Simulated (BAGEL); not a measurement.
# One shape, several levels: singlet [Si2NH6]+

Aim: a comparison of 6 runs (HF/STO-3G, HF/3-21G, HF/6-31G*, B3LYP/6-31G*, B3LYP/cc-pVDZ, RI-MP2/cc-pVDZ) of singlet [Si2NH6]+. 

The calculation is run with BAGEL 1.2.2.

2 further runs of the same task are left out: 2 set aside as unsound or not needed. Runs told in other sessions of the task aren't counted.

## 1. The structure to begin with

[Si2NH6]+: 9 atoms, total charge +1, spin state singlet. As SMILES of the parent species, `[SiH2]N[SiH3]`. Geometry: relaxed at PBE0-D4/def2-TZVP. This is one conformer, not always the lowest. That shape belongs to the parent species and isn't relaxed for this state.

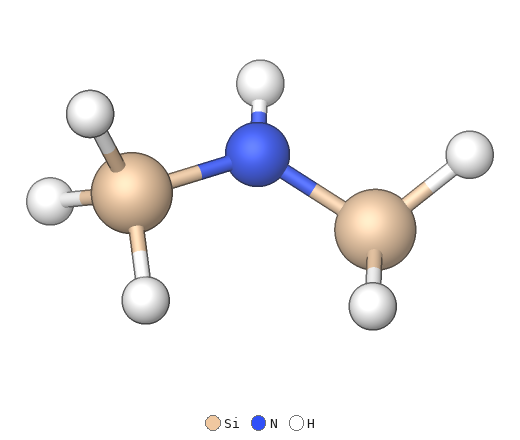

Viewed from a chosen angle; silicon light orange, nitrogen blue, hydrogen white.

## 2. The energy at HF/STO-3G (density fitting with qzvpp-jkfit) (run 1)

input.json

```json
{ "bagel": [

{
  "title": "molecule",
  "basis": "sto-3g",
  "df_basis": "qzvpp-jkfit",
  "angstrom": true,
  "geometry": [
    { "atom": "Si", "xyz": [   -1.200900,    0.925300,   -0.948400 ] },
    { "atom": "N", "xyz": [    0.196900,    0.625800,    0.025200 ] },
    { "atom": "Si", "xyz": [    0.611700,   -0.820500,    0.880200 ] },
    { "atom": "H", "xyz": [   -1.616500,   -0.372000,   -1.554500 ] },
    { "atom": "H", "xyz": [   -0.842900,    1.913400,   -2.010900 ] },
    { "atom": "H", "xyz": [    0.764100,    1.439300,    0.222200 ] },
    { "atom": "H", "xyz": [    1.982600,   -1.276500,    0.525400 ] },
    { "atom": "H", "xyz": [   -0.378200,   -1.853400,    0.488500 ] },
    { "atom": "H", "xyz": [    0.571600,   -0.627700,    2.355400 ] }
  ]
},
{
  "title": "hf",
  "charge": 1
},
{
  "title": "print",
  "file": "orbitals.molden",
  "orbitals": true
}

]}
```

Command:

```console
$ BAGEL_NUM_THREADS=1 BAGEL input.json > input.out
```

The program printed:

```text
* using 1 threads per process

  ===============================================================
  ===============================================================

  *** Geometry ***

  { "atom" : "Si", "xyz" : [     -2.269372,      1.748564,     -1.792216 ] },
  { "atom" : "N", "xyz" : [      0.372087,      1.182591,      0.047621 ] },
  { "atom" : "Si", "xyz" : [      1.155945,     -1.550520,      1.663337 ] },
  { "atom" : "H", "xyz" : [     -3.054742,     -0.702978,     -2.937579 ] },
  { "atom" : "H", "xyz" : [     -1.592850,      3.615802,     -3.800050 ] },
  { "atom" : "H", "xyz" : [      1.443940,      2.719883,      0.419897 ] },
  { "atom" : "H", "xyz" : [      3.746571,     -2.412235,      0.992862 ] },
  { "atom" : "H", "xyz" : [     -0.714694,     -3.502418,      0.923131 ] },
  { "atom" : "H", "xyz" : [      1.080167,     -1.186181,      4.451061 ] },

  Number of auxiliary basis functions:      441

  Since a DF basis is specified, we compute 2- and 3-index integrals:
    o Being stored without compression. Storage requirement is 0.003 GB

  Number of basis functions:       29
  Number of electrons      :       41

    * METHOD: MOLECULE                             0.10

  *** RHF ***

  === Nuclear Repulsion ===
   147.5336914644

      * DIIS with orbital gradients will be used.

  === RHF iteration (sto-3g) ===
      0       -628.19546527          0.01143529           0.01
      1       -628.23733392          0.00528949           0.01
      2       -628.24363728          0.00152755           0.01
      3       -628.24433822          0.00031968           0.01
      4       -628.24439852          0.00010283           0.01
      5       -628.24440706          0.00002693           0.01
      6       -628.24440766          0.00000470           0.01
      7       -628.24440768          0.00000077           0.01
      8       -628.24440768          0.00000023           0.01
      9       -628.24440768          0.00000008           0.01
     10       -628.24440768          0.00000004           0.01
     11       -628.24440768          0.00000002           0.02
     12       -628.24440768          0.00000000           0.01
    * SCF iteration converged.

    * Permanent dipole moment:
           (    1.217568,    -1.295404,     0.708670) a.u.

    * METHOD: HF                                   0.19

    * METHOD: PRINT                                0.00

  ===============================================================
```

It took 0.44 s on 1 thread of Intel Xeon 6975P-C (Granite Rapids), shared host.

## 3. A single-point energy at HF/3-21G (density fitting with qzvpp-jkfit) (run 2)

input.json

```json
{ "bagel" : [

{
  "title" : "molecule",
  "basis" : "3-21g",
  "df_basis" : "qzvpp-jkfit",
  "angstrom" : true,
  "geometry" : [
    { "atom" : "Si", "xyz" : [      -1.200900,       0.925300,      -0.948400 ] },
    { "atom" : "N", "xyz" : [       0.196900,       0.625800,       0.025200 ] },
    { "atom" : "Si", "xyz" : [       0.611700,      -0.820500,       0.880200 ] },
    { "atom" : "H", "xyz" : [      -1.616500,      -0.372000,      -1.554500 ] },
    { "atom" : "H", "xyz" : [      -0.842900,       1.913400,      -2.010900 ] },
    { "atom" : "H", "xyz" : [       0.764100,       1.439300,       0.222200 ] },
    { "atom" : "H", "xyz" : [       1.982600,      -1.276500,       0.525400 ] },
    { "atom" : "H", "xyz" : [      -0.378200,      -1.853400,       0.488500 ] },
    { "atom" : "H", "xyz" : [       0.571600,      -0.627700,       2.355400 ] }
  ]
},

{ "title" : "hf", "charge" : 1 },

{ "title" : "print", "file" : "orbitals.molden", "orbitals" : true }

]}
```

Command:

```console
$ BAGEL_NUM_THREADS=1 BAGEL input.json > input.out
```

The program printed:

```text
* using 1 threads per process

  ===============================================================
  ===============================================================

  *** Geometry ***

  { "atom" : "Si", "xyz" : [     -2.269372,      1.748564,     -1.792216 ] },
  { "atom" : "N", "xyz" : [      0.372087,      1.182591,      0.047621 ] },
  { "atom" : "Si", "xyz" : [      1.155945,     -1.550520,      1.663337 ] },
  { "atom" : "H", "xyz" : [     -3.054742,     -0.702978,     -2.937579 ] },
  { "atom" : "H", "xyz" : [     -1.592850,      3.615802,     -3.800050 ] },
  { "atom" : "H", "xyz" : [      1.443940,      2.719883,      0.419897 ] },
  { "atom" : "H", "xyz" : [      3.746571,     -2.412235,      0.992862 ] },
  { "atom" : "H", "xyz" : [     -0.714694,     -3.502418,      0.923131 ] },
  { "atom" : "H", "xyz" : [      1.080167,     -1.186181,      4.451061 ] },

  Number of auxiliary basis functions:      441

  Since a DF basis is specified, we compute 2- and 3-index integrals:
    o Being stored without compression. Storage requirement is 0.008 GB

  Number of basis functions:       47
  Number of electrons      :       41

    * METHOD: MOLECULE                             0.10

  *** RHF ***

  === Nuclear Repulsion ===
   147.5336914644

      * DIIS with orbital gradients will be used.

  === RHF iteration (3-21g) ===
      0       -632.04104465          0.02171340           0.02
      1       -632.11152557          0.01568960           0.02
      2       -632.14724683          0.00175172           0.02
      3       -632.14823370          0.00033209           0.02
      4       -632.14829354          0.00015174           0.02
      5       -632.14831057          0.00004212           0.02
      6       -632.14831207          0.00001103           0.02
      7       -632.14831216          0.00000295           0.02
      8       -632.14831217          0.00000204           0.02
      9       -632.14831217          0.00000055           0.02
     10       -632.14831217          0.00000017           0.02
     11       -632.14831217          0.00000004           0.02
     12       -632.14831217          0.00000001           0.02
    * SCF iteration converged.

    * Permanent dipole moment:
           (    1.316898,    -1.479644,     0.783787) a.u.

    * METHOD: HF                                   0.30

    * METHOD: PRINT                                0.00

  ===============================================================
```

Run time: 0.57 s. Hardware: 1 thread of Intel Xeon 6975P-C (Granite Rapids), shared host.

Runs 3 to 5 aren't shown in full; the table further down has their settings and results.

## 4. The energy at RI-MP2/cc-pVDZ (density fitting with qzvpp-jkfit) (run 6)

mp2.json

```json
{ "bagel" : [

{
  "title" : "molecule",
  "basis" : "cc-pvdz.json",
  "df_basis" : "qzvpp-jkfit",
  "angstrom" : true,
  "geometry" : [
    { "atom" : "Si", "xyz" : [   -1.200900,    0.925300,   -0.948400 ] },
    { "atom" : "N", "xyz" : [    0.196900,    0.625800,    0.025200 ] },
    { "atom" : "Si", "xyz" : [    0.611700,   -0.820500,    0.880200 ] },
    { "atom" : "H", "xyz" : [   -1.616500,   -0.372000,   -1.554500 ] },
    { "atom" : "H", "xyz" : [   -0.842900,    1.913400,   -2.010900 ] },
    { "atom" : "H", "xyz" : [    0.764100,    1.439300,    0.222200 ] },
    { "atom" : "H", "xyz" : [    1.982600,   -1.276500,    0.525400 ] },
    { "atom" : "H", "xyz" : [   -0.378200,   -1.853400,    0.488500 ] },
    { "atom" : "H", "xyz" : [    0.571600,   -0.627700,    2.355400 ] }
  ]
},
{
  "title" : "hf",
  "charge" : 1
},
{
  "title" : "mp2",
  "charge" : 1,
  "ncore" : 11
}

]}
```

The basis set cc-pVDZ is read from a file made from the Basis Set Exchange's data (not shown).

Command:

```console
$ BAGEL_NUM_THREADS=1 BAGEL mp2.json > mp2.out
```

The program printed:

```text
* using 1 threads per process

  ===============================================================
  ===============================================================

  *** Geometry ***

  { "atom" : "Si", "xyz" : [     -2.269372,      1.748564,     -1.792216 ] },
  { "atom" : "N", "xyz" : [      0.372087,      1.182591,      0.047621 ] },
  { "atom" : "Si", "xyz" : [      1.155945,     -1.550520,      1.663337 ] },
  { "atom" : "H", "xyz" : [     -3.054742,     -0.702978,     -2.937579 ] },
  { "atom" : "H", "xyz" : [     -1.592850,      3.615802,     -3.800050 ] },
  { "atom" : "H", "xyz" : [      1.443940,      2.719883,      0.419897 ] },
  { "atom" : "H", "xyz" : [      3.746571,     -2.412235,      0.992862 ] },
  { "atom" : "H", "xyz" : [     -0.714694,     -3.502418,      0.923131 ] },
  { "atom" : "H", "xyz" : [      1.080167,     -1.186181,      4.451061 ] },

  Number of auxiliary basis functions:      441

  Since a DF basis is specified, we compute 2- and 3-index integrals:
    o Being stored without compression. Storage requirement is 0.023 GB

  Number of basis functions:       80
  Number of electrons      :       41

    * METHOD: MOLECULE                             0.15

  *** RHF ***

  === Nuclear Repulsion ===
   147.5336914644

      * DIIS with orbital gradients will be used.

  === RHF iteration (cc-pvdz.json) ===
      0       -635.33251310          0.01601288           0.04
      1       -635.43328974          0.01412730           0.03
      2       -635.52587586          0.00155439           0.04
      3       -635.52791900          0.00027732           0.03
      4       -635.52798722          0.00007957           0.03
      5       -635.52799669          0.00003259           0.04
      6       -635.52799848          0.00001203           0.03
      7       -635.52799874          0.00000334           0.03
      8       -635.52799876          0.00000085           0.04
      9       -635.52799876          0.00000046           0.03
     10       -635.52799876          0.00000016           0.03
     11       -635.52799876          0.00000006           0.04
     12       -635.52799876          0.00000002           0.03
     13       -635.52799876          0.00000001           0.03
    * SCF iteration converged.

    * Permanent dipole moment:
           (    1.331607,    -1.447772,     0.887628) a.u.

    * METHOD: HF                                   0.59

  *** RHF ***

  === Nuclear Repulsion ===
   147.5336914644

      * DIIS with orbital gradients will be used.

  === RHF iteration (cc-pvdz.json) ===
      0       -635.52799876          0.00000000           0.03
    * SCF iteration converged.

    * Permanent dipole moment:
           (    1.331607,    -1.447772,     0.887628) a.u.

  === DF-MP2 calculation ===

    * freezing 11 orbitals
    * 3-index integral transformation done
    * assembly done

      MP2 correlation energy:   -0.3629904837      0.02

      MP2 total energy:       -635.8909892435

    * METHOD: MP2                                  0.11

  ===============================================================
```

Run time: 1 s. Hardware: 1 thread of Intel Xeon 6975P-C (Granite Rapids), shared host.

## 5. Overview of the runs

```tsv
run	level	frozen core orbitals	energy (Eh)	HOMO energy (eV)	LUMO energy (eV)	HOMO–LUMO gap (eV)	wall time
1	HF/STO-3G (density fitting with qzvpp-jkfit)	–	-628.244408	-14.64	-3.57	11.06	0.44 s
2	HF/3-21G (density fitting with qzvpp-jkfit)	–	-632.148312	-16.33	-6.48	9.84	0.57 s
3	HF/6-31G* (density fitting with qzvpp-jkfit, spherical functions)	–	-635.491311	-16.40	-6.49	9.92	0.81 s
4	B3LYP/6-31G* (density fitting with qzvpp-jkfit, spherical functions)	–	-637.049839	-13.42	-9.79	3.63	8.7 s
5	B3LYP/cc-pVDZ (density fitting with qzvpp-jkfit)	–	-637.083772	-13.40	-9.76	3.63	8.7 s
6	RI-MP2/cc-pVDZ (density fitting with qzvpp-jkfit)	11	-635.890989	–	–	–	1 s
```

## 6. Results

```
                                           quantity          value
                                run 6: total energy  -635.89099 Eh
run 6: correlation energy (11 core orbitals frozen)     -363.0 mEh
```

In words: Over runs 1, 2, 3, 4, 5 the HOMO–LUMO gap runs from 3.63 eV (B3LYP/6-31G*) to 11.06 eV (HF/STO-3G). The two ends differ in method and basis. In run 1 the basis is minimal, so the values are rough. All runs together took 20 s, the longest 8.7 s.
